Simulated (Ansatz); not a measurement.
C2H6OS2 (SMILES COCSS)

```xyz
11

C    -1.1757    0.7090   -0.7319
O    -0.4354   -0.4873   -0.6938
C     0.9214   -0.3024   -0.4953
S     1.3966    0.2888    1.1622
S     1.0358   -1.3491    2.3216
H    -0.8226    1.3655   -1.5382
H    -1.1094    1.2510    0.2180
H    -2.2131    0.4365   -0.9209
H     1.3390    0.4566   -1.1750
H     1.4093   -1.2614   -0.6653
H    -0.2804   -1.1643    2.5390
```

Geometry: PBE0-D4/def2-TZVP.

Computed with RKS PBE0-D4/def2-TZVPP in Ansatz 0.2.0.

Q: What will maps of the electron density and electron localisation function show?

A: C–O (1.38 Å): ρ at the midpoint is about 2.2 e/Å³, with its minimum of 1.9 e/Å³ about 0.5 Å from C; the ELF peaks at about 0.90 between the atoms (a polar covalent bond).
C–H (1.09 Å): ρ at the midpoint is about 2.1 e/Å³; the ELF climbs to about 1 towards the hydrogen, as it does in any bond to H: a covalent bond by its length.

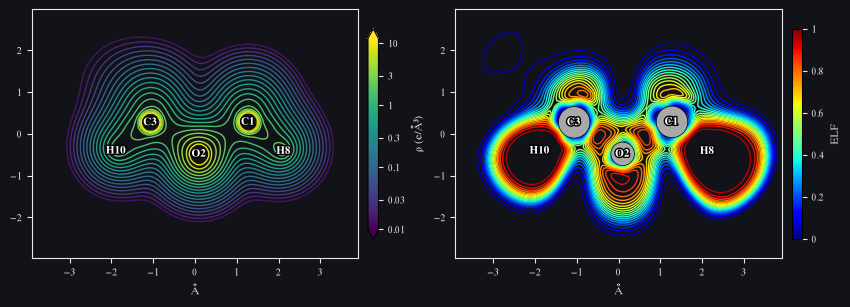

Computed electron density and electron localisation function on the plane of atoms C1, O2 and C3, in this order. Grey discs cover the atomic cores in the ELF map. 
